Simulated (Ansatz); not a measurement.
The parent structure is CeO2 in the fluorite structure (space group Fm-3m, No. 225; a = 5.464 Å).

Perturbation: cell and atoms relaxed at a pressure of 0.9 GPa.

Method: Kohn–Sham DFT with the PBE functional, run in Ansatz (a quantum-chemistry and plane-wave program) with PAW and 420 eV plane waves, no spin-orbit coupling, earlier PAW set.

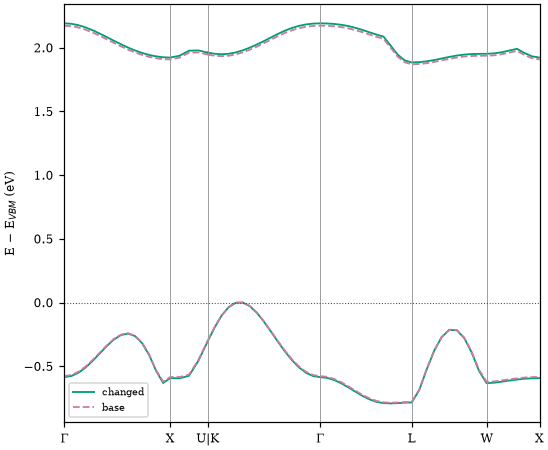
Figure: Highest valence and lowest conduction band along the path, each from its own valence-band maximum

Problem. Read the changed gap and its character from the plot.

Solution. About 1.88 eV, indirect, K–Γ (31 % along) → L.

Load acts through the strain it causes; cell and atoms are relaxed under it. No phonon test of stability was made. Seeded moments were not kept for the base. All final runs are without spin polarisation.
